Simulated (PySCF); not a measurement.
**C7H11FSi: density, localisation and related maps**

The calculation's input:

```
{"job": {"kind": "nmr", "xc": "PBE0", "basis": "pcSseg-1"}, "charge": 0, "multiplicity": 1}
C      3.862329     1.351698     0.583698
C      2.938745     0.592000     0.548143
C      1.802243    -0.302715     0.488653
C      0.674276     0.305743    -0.353384
C     -0.538460    -0.609971    -0.462016
F     -0.106730    -1.837219    -0.963056
C     -1.318207    -0.793710     0.852865
Si    -2.758523     0.265942     0.177999
C     -1.649942    -0.020386    -1.349960
H      4.680575     2.006644     0.620543
H      2.113075    -1.251738     0.043143
H      1.454581    -0.503035     1.506318
H      0.348658     1.253413     0.080638
H      1.054687     0.501835    -1.359542
H     -1.569203    -1.842755     0.995296
H     -0.782874    -0.460179     1.737895
H     -2.768407     1.644162     0.666190
H     -4.088993    -0.333111     0.163165
H     -2.026857    -0.782247    -2.029411
H     -1.326122     0.826308    -1.950213
```

Launched as:

```sh
OMP_NUM_THREADS=1 python probes_run.py task.json out
```

Geometry: GFN2-xTB.

Theory: PBE0/pcSseg-1, SCF density, gas phase, non-relativistic (PySCF).

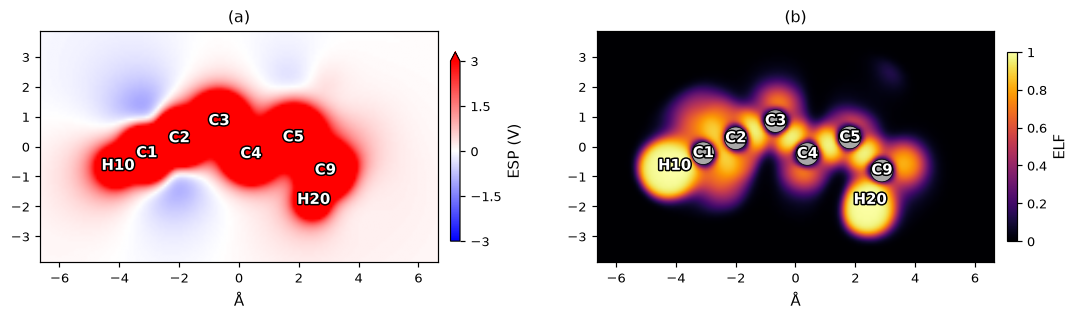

Figure 1. (a) molecular electrostatic potential; (b) ELF on the plane of atoms C4, C5 and C9. Grey discs cover the atomic cores in the ELF map.

What do the fields say about this system?

Answer.
- Atoms in the plane: C and H.
- C–C (1.20 Å): the ELF peaks at about 0.85 between the atoms; a multiple bond.
- C–H (1.05 Å): the ELF climbs to about 1 towards the hydrogen, as it does in any bond to H; a covalent bond by its length.
- Outside the dense part of the molecule the potential is most negative (−1.0 V) near C1.

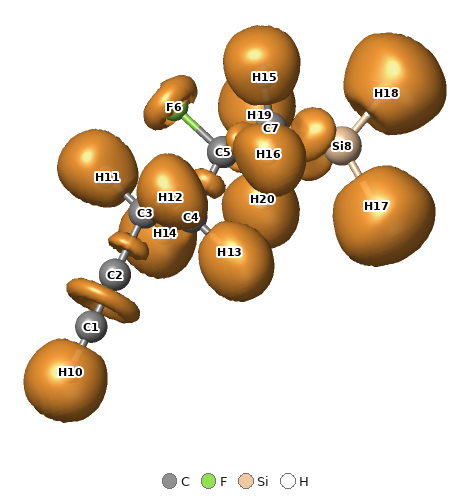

Figure 2. Isosurface of the ELF at 0.85 (orange), seen at an oblique angle. Only the valence region is drawn (cores and ρ < 0.01 e/Å³ removed).

Identify the bonds, lone pairs and shells in this picture.

Answer. At this value the surface marks out six regions between bonded C–C atoms (shared pairs), two regions between bonded C–Si atoms (shared pairs), eleven regions around hydrogen nuclei and one region wrapped around F (its lone pairs, merged into a ring or cap).


 C–F (1.39 Å): the ELF peaks at about 0.85 between the atoms, as expected for a shared but strongly polarised pair.

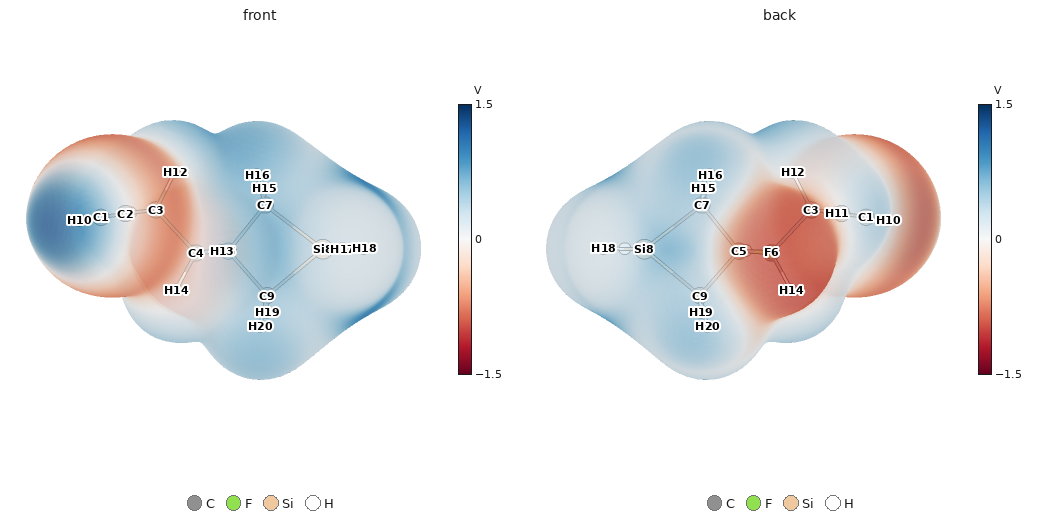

Figure 3. The electrostatic potential painted on the density surface at 0.001 e/bohr³, seen from the front and from behind; the colour scale runs from red (negative) to blue (positive).

Which sites attract a positive test charge, and which a negative one?

Answer. A positive charge is drawn to the negative regions and a negative charge to the positive ones. The most negative region (about −0.9 V) lies over F6, the most positive (about +1.1 V) over H10.
